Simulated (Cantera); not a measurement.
A closed system holds: 1 mol MgCO3, 0.85 mol H2S, 0.82 mol CO2, equilibrated at 1 atm.

Equilibrium computed with Cantera from the NASA thermochemical tables; the gas is ideal and each condensed phase is pure. Candidate condensed phases: C, C6H6, C7H8, C8H18, H2O, H2SO4, Mg, MgCO3, MgO, Mg(OH)2, MgS, MgSO4, S; 130 gas species. Equilibrium is a limit: real reactors are often held back by kinetics, nucleation or transport.

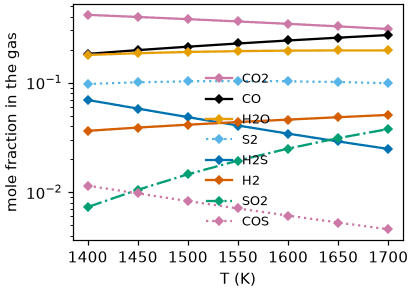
Figure. Equilibrium gas composition (values under 1e-9 drawn at 1e-9)

Task: Read off the mole fractions at 1400 K.

Result: CO2 about 0.42, CO about 0.18, H2O about 0.18, S2 about 0.097, H2S about 0.069, H2 about 0.036, COS about 0.011, SO2 about 0.0073.
